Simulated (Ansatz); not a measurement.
# Phonon-limited resistivity of Ir-W-W-Ir stack of (111) layers, part 4 of 4

Aim: how strongly do electrons couple to phonons in Ir-W-W-Ir stack of (111) layers, and what resistivity does that give?

Ansatz 0.2.0; DFT LDA, scalar-relativistic, plane waves, PAW; PAW set soft_1.

So far, coupling constant λ: step 6 (resistivity: q 2×2×1, k 6×6×1, scattering 12×12×1) 0.240. Also resistivity at 300 K (μΩ cm): step 6 16.7.

**7. Electron–phonon run: q 3×3×1, k 9×9×1, scattering 18×18×1**

The next rung changes the q mesh, which sets the reach of the force constants and couplings; the k mesh of the density and its response; the scattering mesh, which samples the Fermi surface.

input.yaml reads:

```yaml
crystal:
  lattice:
    - [2.7169576908, 0.0, 0.0]
    - [-1.3584788454, 2.3529543812, 0.0]
    - [0.0, 0.0, 37.5918017562]
  atoms:
    - { symbol: Ir, position: [0.0, 0.0, 0.1490415193] }
    - { symbol: W, position: [0.3333333333, 0.6666666667, 0.2047287271] }
    - { symbol: W, position: [0.6666666667, 0.3333333333, 0.2713298592] }
    - { symbol: Ir, position: [0.0, 0.0, 0.327017067] }
  periodic: [true, true, false]
kpoints:
  mp_grid: { grid: [9, 9, 1] }
hamiltonian:
  xc: lda
  pseudopotentials: { kind: paw, azcp: { folder: soft_1 }, xc_functional: pbe }
scf:
  occupations: { method: methfessel_paxton, width: 0.2 }
output:
  eigenvalues: true
phonons:
  method: dfpt
  qmesh: [3, 3, 1]
  temperatures: { t_max: 1000, t_step: 50 }
  qpath:
    path:
      - [0.0, 0.0, 0.0]
      - [0.5, 0.0, 0.0]
      - [0.33333333, 0.33333333, 0.0]
      - [0.0, 0.0, 0.0]
    npoints: 10
  electrical_resistivity:
    mesh: [18, 18, 1]
    temperatures: [20.0, 50.0, 77.0, 100.0, 150.0, 200.0, 300.0, 400.0, 600.0, 800.0]
  superconductivity: { mesh: [18, 18, 1] }
```

Command:

```bash
$ ansatz run input.yaml --threads 4 --pin off --max-ram 12288MiB --backend cpu --events-out ev --progress --plain --runs-dir out
```

Numbers of over 12 decimals in the logs are rounded to 6 here.

The log of the run:

```text
[the first part of the log is left out]
  E_hartree    = 173104.771653
  E_xc         = -990.857665
  E_vxc        = -977.335224  (∫ρ·V_xc dr)
  E_paw        = -34638.617922  (= ΣΔE_a)
  E_vpaw       = -910.211191  (= ΣTr[D̂ρ^β])
  E_aug_tail   = 0.000976  (compensation charges beyond the density's cutoff)
  E_ewald      = 165393.593038
  E_core_change = 1.389865  (= ΣΔE_core)
  E_smearing   = -0.008119  (= −TS)
  E_closure    = 0.000000  (closes the sum)
  Σ components = -43588.969128   (vs F -43588.969128, Δ=0.00e0)
--- Band table (eV; the first three rows and the last of 12) ---
  k-point 0: bands = ["-97.6064", "-97.6064", "-79.0463", "-79.0125", "-54.3700", "-54.3698", "-54.0606", "-54.0606", "-54.0606", "-54.0606", "-43.6216", "-43.1732", "-42.5661", "-42.5661", "-42.5254", "-42.5254", "-14.7828", "-13.9731", "-12.6211", "-12.1590", "-8.2805", "-8.2805", "-8.2778", "-8.2778", "-8.0582", "-7.9691", "-7.3903", "-6.7709", "-6.7709", "-6.7108", "-6.7108", "-5.4499", "-4.8998", "-4.8998", "-4.6650", "-4.5363", "-4.5363", "-2.2052"]
  k-point 1: bands = ["-97.6013", "-97.6013", "-79.0299", "-78.9979", "-54.3601", "-54.3599", "-54.1331", "-54.1331", "-54.0779", "-54.0779", "-43.5874", "-43.1651", "-42.7361", "-42.6985", "-42.6084", "-42.5620", "-14.2650", "-13.4846", "-12.1137", "-11.6469", "-8.8598", "-8.5934", "-8.2546", "-8.0922", "-7.9042", "-7.8945", "-7.3659", "-7.2857", "-6.9050", "-6.6532", "-6.5430", "-5.8669", "-5.6628", "-4.7643", "-4.4330", "-4.3089", "-4.1574", "-2.2948"]
  k-point 2: bands = ["-97.5884", "-97.5884", "-78.9879", "-78.9610", "-54.3364", "-54.3363", "-54.3126", "-54.3126", "-54.1218", "-54.1217", "-43.5039", "-43.2247", "-43.1180", "-43.0700", "-42.7126", "-42.6546", "-12.9887", "-12.3650", "-11.1460", "-10.6624", "-9.6891", "-9.2283", "-8.7078", "-8.5311", "-7.9683", "-7.7919", "-7.0448", "-6.9530", "-6.8614", "-6.4525", "-6.4091", "-6.4012", "-5.5581", "-4.5879", "-3.8864", "-3.3558", "-3.2748", "-2.3821"]
  k-point 11: bands = ["-97.5574", "-97.5574", "-78.8788", "-78.8788", "-54.4876", "-54.4876", "-54.4824", "-54.4824", "-54.2732", "-54.2732", "-43.5800", "-43.5593", "-43.5593", "-43.4746", "-43.1321", "-43.1321", "-10.4880", "-10.4880", "-9.8805", "-9.8805", "-9.6627", "-9.2639", "-8.4134", "-8.4134", "-8.2955", "-8.2955", "-8.2066", "-7.1074", "-7.1074", "-4.7596", "-4.4862", "-4.4862", "-4.1172", "-3.8006", "-1.4383", "-1.4383", "0.9360", "1.4956"]
--- Phonons (Γ-DFPT): 8 representative perturbations + reference (Σ response iterations 40) ---
  ASR residual: 3.328e-5 → 0.000e0 eV/Å²; symmetrization residual: 1.113e-6 eV/Å²
  The last average, over the group as it would stand without the narrowing to the FFT grids, took up to 1.066e-7 eV/Å² of the zone centre's force constants
  ASR residual per site (eV/Å²): 3.31e-5 1.06e-5 1.06e-5 3.33e-5
  Γ frequencies (cm⁻¹): 0.00 0.00 0.00 28.23 28.23 95.79 110.98 110.98 114.45 114.45 199.16 235.72
--- Phonons (arbitrary-q DFPT): 3 irreducible q on the 3×3×1 mesh ---
  q = [0.0000, 0.0000, 0.0000] (star 1, of the zone-centre solve; hermiticity 1.02e-7, symmetrization 8.56e-13, taken by the last average 4.89e-9): -0.00 0.00 0.00 28.23 28.23 95.79 110.98 110.98 114.45 114.45 199.16 235.72
  q = [0.0000, 0.3333, 0.0000] (star 6, 12 solved perturbations on 45 of 81 k-point pairs; hermiticity 3.76e-8, symmetrization 9.15e-11, taken by the last average 3.54e-9): 99.96 100.41 102.24 120.14 126.03 129.86 137.56 138.92 186.09 205.89 219.25 220.97
  q = [0.3333, 0.3333, 0.0000] (star 2, 8 solved perturbations in 256 linear systems a pass and spin channel, the states on 45 of 81 k-point pairs; hermiticity 3.28e-8, symmetrization 9.12e-9, taken by the last average 1.11e-8): -93.01 -93.01 -41.69 -41.69 147.45 155.88 162.49 162.49 181.19 181.19 204.75 214.74
  sum rule: each row above includes the acoustic sum rule's correction from the zone centre's row sums; it moved no ω² by more than (0.22 cm⁻¹)²
  mesh force constants: q→R imaginary residual 0.00e0; ASR residual 3.328e-5 → 0.000e0 eV/Å²; symmetrization residual 1.776e-14 eV/Å²
  interpolated dispersion: 31 rows × 12 modes
  density of states and harmonic sums: on the 27×27×1 q-mesh, interpolated from the force constants of a 3×3×1 supercell (no non-analytic term)
  largest difference from the sums on the solved wave vectors: F 2.06e-1 eV, S 2.81e-4 and C_V 7.74e-5 eV/K
  zero-point energy: 0.102023 eV/cell   skipped modes (ω ≤ 0): 32, of them read as no rigid motion or as one in doubt: 29 (3.484e-1 modes/cell left out, lowest -93.01 cm⁻¹)   left out of the sums: 2.94e-2 of the cell's modes: C_V's classical limit lies that fraction below 3 k_B per atom; for a crystal, a wire or a layer, F and S can be off by more, and a phonons.interpolated_qmesh denser along its periods is the remedy for the sampling
Error: electrical resistivity: the mode of lowest frequency at the wavevector [0.3333, 0.3333, 0.0000] is imaginary, -93.01 cm⁻¹ (written negative): the force constants describe an unstable lattice; relax the structure, enlarge phonons.supercell (under dfpt, kpoints.mp_grid), or, with a block electrical_resistivity or superconductivity, name a file of force constants under which the crystal is stable (phonons.electron_phonon_force_constants)
The harmonic force constants that this run solved are whole in <dir>
```

Run time: 5.7 min. Hardware: 4 threads of Arm Neoverse V1, shared host; peak memory 1.3 GiB.

The run ended with an error.

The program's message: “electrical resistivity: the mode of lowest frequency at the wavevector [0.3333, 0.3333, 0.0000] is imaginary, -93.01 cm⁻¹ (written negative): the force constants describe an unstable lattice; relax th …”

The run stops because a mode is imaginary on the scattering mesh, where no scattering rate is defined; denser k meshes, other smearings and, between solved wavevectors, finer q meshes show whether the instability is real.

**8. Resistivity: cutoff 300 eV**

Changes to input.yaml since step 7:

```diff
@@ -12,3 +12,3 @@
 kpoints:
-  mp_grid: { grid: [9, 9, 1] }
+  mp_grid: { grid: [6, 6, 1] }
 hamiltonian:
@@ -20,5 +20,7 @@
   eigenvalues: true
+basis:
+  ecutwfc: 300.0
 phonons:
   method: dfpt
-  qmesh: [3, 3, 1]
+  qmesh: [2, 2, 1]
   temperatures: { t_max: 1000, t_step: 50 }
@@ -32,4 +34,4 @@
   electrical_resistivity:
-    mesh: [18, 18, 1]
+    mesh: [12, 12, 1]
     temperatures: [20.0, 50.0, 77.0, 100.0, 150.0, 200.0, 300.0, 400.0, 600.0, 800.0]
-  superconductivity: { mesh: [18, 18, 1] }
+  electron_occupations: "off"
```

The log of the run:

```text
Warning: basis.ecutwfc = 300 eV is below the records' recommended 420 eV, and the density's cutoff is lower with it unless basis.ecutrho_ratio is high enough to keep the records' density cutoff: compare with a run at a higher cutoff
[...]
Crystal: 4 atoms, lattice volume = 240.320 Å³
Basis set: ecut = 300 eV, 2819 PW (Γ), exchange–correlation on 32×32×432 points (8 copies of the dense FFT grid, shifted against one another)
Bands: 38, of which v1, the nominal top of the filled ones, is band 31 counted from 1 (30 counted from 0)
Symmetry: 12 space group operations
k-points: 7 of 36 (irreducible under 6 space group operations, time reversal used)
[...]
SCF iter   1: F=—  HF=-43590.610380 eV  |F-HF|=—  |Δ(HF+E_count)|=         —  Δρ=3.40e-2  dr2=1.84e1  ethr=3.10e-3  ⟨swp⟩=14.4  Hψ=2025  notcnv=0
[...]
SCF iter  16: F=-43588.828189 eV  HF=-43588.828189 eV  |F-HF|=1.46e-11  |Δ(HF+E_count)|=  8.73e-11  S|Δr|=    0.00e0  Δρ=4.34e-8  dr2=3.88e-12  ethr=1.00e-12  ⟨swp⟩=35.1  Hψ=3634  notcnv=0
SCF 1 converged in 16 iterations: F = -43588.828189 eV  dr2 = 3.88e-12
[...]
Bands: 45, of which v1, the nominal top of the filled ones, is band 31 counted from 1 (30 counted from 0)
k-points: 7 of 36
SCF iter   1: F=—  HF=-43590.599359 eV  |F-HF|=—  |Δ(HF+E_count)|=         —  Δρ=3.39e-2  dr2=1.84e1  ethr=3.10e-3  ⟨swp⟩=17.0  Hψ=2696  notcnv=0  defer=8
[...]
SCF iter  16: F=-43588.828189 eV  HF=-43588.828189 eV  |F-HF|=3.42e-10  |Δ(HF+E_count)|=  2.91e-10  S|Δr|=    0.00e0  Δρ=2.28e-8  dr2=6.76e-12  ethr=1.00e-12  ⟨swp⟩=4.1  Hψ=760  notcnv=0
SCF 2 converged in 16 iterations: F = -43588.828189 eV  dr2 = 6.76e-12
[...]
SCF converged after 16 iterations
[...]
Free energy (F): -43588.828189 eV
[...]
Internal energy: -43588.822421 eV  (E = F + TS)
E sigma→0 (E₀):  -43588.826747 eV
Entropy (-TS):   -0.005768 eV (-1.442 meV/atom)
Fermi energy:    -5.086072 eV
[...]
--- Band table (eV; the first three rows and the last of 7) ---
  k-point 0: bands = [... 27 lower, -6.7535, -6.7535, -6.6979, -6.6979, -5.4288, -4.8837, -4.8837, -4.6447, ... 10 higher]
  k-point 1: bands = [... 27 lower, -7.3554, -6.7825, -6.5403, -6.4306, -6.1799, -5.8999, -4.4828, -4.4485, ... 10 higher]
  k-point 2: bands = [... 27 lower, -7.0669, -6.8666, -6.0120, -5.1028, -5.0632, -4.0192, -3.8020, -3.2250, ... 10 higher]
  k-point 6: bands = [... 27 lower, -7.0957, -7.0957, -4.7857, -4.4662, -4.4662, -4.0892, -3.7632, -1.4171, ... 10 higher]
  ° read free of the cell's end (the report's vacuum.weakly_bound_levels)
  °? not known for the slab's own: over its row's bound_up_to_ev there, or no deeper under its free states than its continued_xc_part_ev in size
[...]
ASR residual: 8.098e-5 → 0.000e0 eV/Å²; symmetrization residual: 3.090e-7 eV/Å²
[...]
ASR residual per site (eV/Å²): 8.10e-5 6.60e-6 6.54e-6 8.10e-5
[...]
--- Phonons (arbitrary-q DFPT): 2 irreducible q on the 2×2×1 mesh ---
[...]
interpolated dispersion: 31 rows × 12 modes
[...]
--- Electrical resistivity: potentials and phonons of a 2×2×1 supercell ---
[...]
at the Fermi level of each mesh (of a tensor half of its trace):
[...]
12×12×1                     0.6779              3.9048    0.2370    0.2788          17.944
          6×6×1                     0.6981              3.4316    0.2778    0.4027          18.291
          3×3×1                     1.6086              5.1724    0.8461    1.2746          18.307
  resistivity on the deck's mesh, µΩ·cm:
[...]
20.00     6.7402e-3              no     6.7402e-3     6.7402e-3      0.0000e0       1.3200e-2         1.8379e-2
     50.00     4.9370e-1              no     4.9370e-1     4.9370e-1      0.0000e0       9.0087e-1         5.8678e-1
     77.00      1.8857e0              no      1.8857e0      1.8857e0      0.0000e0        2.9039e0          2.0103e0
    100.00      3.4418e0              no      3.4418e0      3.4418e0      0.0000e0        4.8668e0          3.5195e0
    150.00      6.9145e0              no      6.9145e0      6.9145e0      0.0000e0        9.1205e0          6.8512e0
    200.00      1.0204e1              no      1.0204e1      1.0204e1      0.0000e0        1.3201e1          1.0024e1
    300.00      1.6478e1              no      1.6478e1      1.6478e1      0.0000e0        2.1068e1          1.6103e1
    400.00      2.2671e1              no      2.2671e1      2.2671e1      0.0000e0        2.8799e1          2.2123e1
    600.00      3.5346e1              no      3.5346e1      3.5346e1      0.0000e0        4.4443e1          3.4471e1
    800.00      4.8514e1              no      4.8514e1      4.8514e1      0.0000e0        6.0499e1          4.7357e1
  sheet resistance at 20 K: 0.01793 Ω
[...]
sheet resistance at 50 K: 1.313 Ω
[...]
sheet resistance at 77 K: 5.016 Ω
[...]
sheet resistance at 100 K: 9.156 Ω
[...]
sheet resistance at 150 K: 18.39 Ω
[...]
sheet resistance at 200 K: 27.15 Ω
[...]
sheet resistance at 300 K: 43.83 Ω
[...]
sheet resistance at 400 K: 60.31 Ω
[...]
sheet resistance at 600 K: 94.03 Ω
[...]
sheet resistance at 800 K: 129.1 Ω
[...]
vibrations of 4 cells: unjudged by the run; compare a larger repeat
[...]
```

Wall time 85 s (4 threads); peak memory 2.1 GiB.

Numbers from this step:

```
zero point energy                                 : 0.1148 eV/cell
highest frequency, solved or plainly interpolated : 249.1 cm⁻¹
sheet resistance 300K                             : 43.83 Ω/square, mean in the plane
resistivity at 300 K                              : 16.48 μΩ cm, mean of the axes, of the whole cell with its vacuum
coupling constant λ                               : 0.237
density of states at the Fermi level              : 0.6779 states/eV a spin and cell
log mean phonon energy ħω_log                     : 17.94 meV
transport coupling constant λ_tr                  : 0.2788, 0.2788, 0 (xx, yy, zz)
Drude plasma energy                               : 3.905, 3.905, 0 eV (xx, yy, zz), of the whole cell with its vacuum
second-moment phonon energy ħω₂                   : 19.17 meV, from the broadened α²F curve
```

The Eliashberg function α²F has structure finer than the step of the table below, so its rows give means over 2 meV, whole bins alone (the curve runs from 0.121 to 30.8 meV). Peaks (meV: height): α²F 17.7: 0.388, 19.9: 0.402, 21.1: 0.241, 23.5: 0.294, 24.5: 0.126, 26.4: 0.0811; α²F tr 17.7: 0.498, 19.9: 0.579, 21.1: 0.362, 23.5: 0.461, 24.5: 0.188, 26.4: 0.118.

Table of Eliashberg function α²F by phonon energy; means over each step:

| phonon energy (meV) | α²F | α²F tr |
| --- | --- | --- |
| 2 | 1.8e-4 | 5.9e-5 |
| 4 | 0.00163 | 4.5e-4 |
| 6 | 0.00565 | 0.00183 |
| 8 | 0.00793 | 0.00369 |
| 10 | 0.0115 | 0.00656 |
| 12 | 0.0223 | 0.0135 |
| 14 | 0.0531 | 0.0468 |
| 16 | 0.139 | 0.137 |
| 18 | 0.236 | 0.287 |
| 20 | 0.267 | 0.380 |
| 22 | 0.108 | 0.146 |
| 24 | 0.132 | 0.200 |
| 26 | 0.0670 | 0.0869 |
| 28 | 0.0383 | 0.0464 |

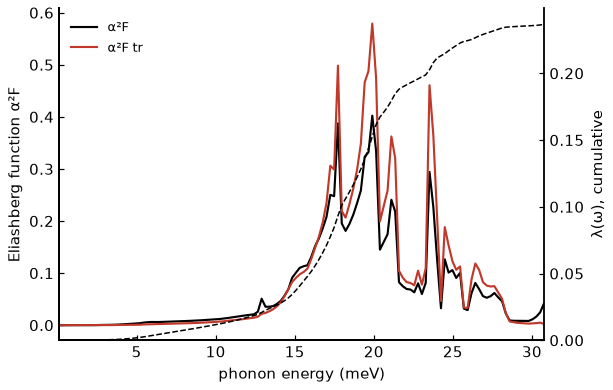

Eliashberg function α²F, plotted against phonon energy. The dashed line is the running λ.

By its own test the run is not converged in the mesh. λ = 0.237 and 43.8 Ω per square at 300 K, against 0.240 and 44.4 in the run with q 2×2×1, k 6×6×1, scattering 12×12×1 (-1.5 % and -1.3 %). The run's own test puts 95 % between its two finest meshes on the component of the resistivity at 300 K that moves most, more than that change; on the next coarser mesh the mean ρ changes by -1.0 % between the two runs, against -1.3 % on the finest. By the run's own test λ moves by 17 % between its two finest scattering meshes. A setting like this serves as a test and not for results.

**9. The variants together**

Series, by row:

| run | change | level of theory | method | q mesh or supercell | k mesh | scattering mesh | smearing | N(E_F) (states/eV/spin) | lambda | omega_log (meV) | rho 300 K, whole cell (μΩ cm) | core-minutes | wall (s) |
| --- | --- | --- | --- | --- | --- | --- | --- | --- | --- | --- | --- | --- | --- |
| a | - | LDA, scalar-relativistic, PAW; PAW set soft_1 | dfpt | 2x2x1 | 6x6x1 | 12x12x1 | methfessel_paxton 0.2 | 0.6776 | 0.2405 | 17.8 | 16.7 | 8.5 | 140 |
| w0 | cutoff 300 eV | LDA, scalar-relativistic, PAW; PAW set soft_1 | dfpt | 2x2x1 | 6x6x1 | 12x12x1 | methfessel_paxton 0.2 | 0.6779 | 0.237 | 17.94 | 16.48 | 5.2 | 85 |

**10. What came out**

```json
{
 "run": "LDA, q 2×2×1, k 6×6×1, scattering 12×12×1",
 "coupling constant λ": "0.240",
 "log mean phonon energy ħω_log": "17.8 meV",
 "states at the Fermi level": "0.678 states/eV/spin/cell",
 "sheet resistance at 300 K": "44.4 Ω per square",
 "change between its two finest scattering meshes": "λ 17 %, resistivity at 300 K 94 %",
 "time of that run": "2.3 min"
}
```

**Reading.** On the last rung that gave a resistivity at the base settings (q 2×2×1, k 6×6×1, scattering 12×12×1), Ir-W-W-Ir stack of (111) layers has λ = 0.24 and a phonon-limited sheet resistance of 44.4 Ω per square at 300 K. Twice the integral of α²F/ω over this curve gives λ = 0.24, half of it from below 18.7 meV. The coupling is weak (λ = 0.24), so phonons raise the electrons' mass at the Fermi surface by about 24 %, if this value holds on finer meshes. A run on finer meshes found an imaginary mode, so the lattice is likely unstable and these couplings and resistivities describe no stable crystal. By the run's own test λ moves by 17 % between the two scattering meshes. Values of ρ(T) under 50 K rest on the softest modes, mostly interpolated ones, and are the least sure of the table. The high-temperature form ρ = 2π k_B T λ_tr/(ħ ε₀ ω_p²) gives 22.5 μΩ cm along x at 300 K, against 16.7 from the Boltzmann equation. Ziman's lowest order at 300 K, 21.4, lies between: the step down to it comes mostly from the finite phonon energies, and the full solution lies lower still, since it lets the current shift to the states that scatter least. By their share in the modes' patterns, Ir atoms take 59 % of λ. The three lowest branches give 30 % of λ. By the run's own test, which takes the component that moves most, the resistivity at 300 K moves by 94 % between its two finest scattering meshes, so it is not converged. On the same meshes, cutoff 300 eV moves λ from 0.240 to 0.237 and the resistivity at 300 K from 16.7 to 16.5 μΩ cm. Only scattering by harmonic phonons counts; impurities, grain boundaries and thermal expansion are left out. The resistivity belongs to the whole cell, vacuum included; the sheet resistance is the quantity that does not depend on the vacuum. Spin–orbit coupling, left out here, matters for Ir and W. The PAW files were made for PBE; under other functionals the run regenerates their frozen core. The c of the given cell is the typed one; the program laid its own vacuum and ran the layer in a cell 37.6 Å high. The structure was built by hand as an ordered model, and its stability against other phases was not tested.

[Logs are printed without paths, hosts, clocks, repeated set-up lines and the standing remarks that a program may print on its own settings, such as how far it seeks lower states.]

[Hosts, paths, dates, database ids (printed as entryN), source tags and the programs' standing remarks are cut or masked in the printed files.]
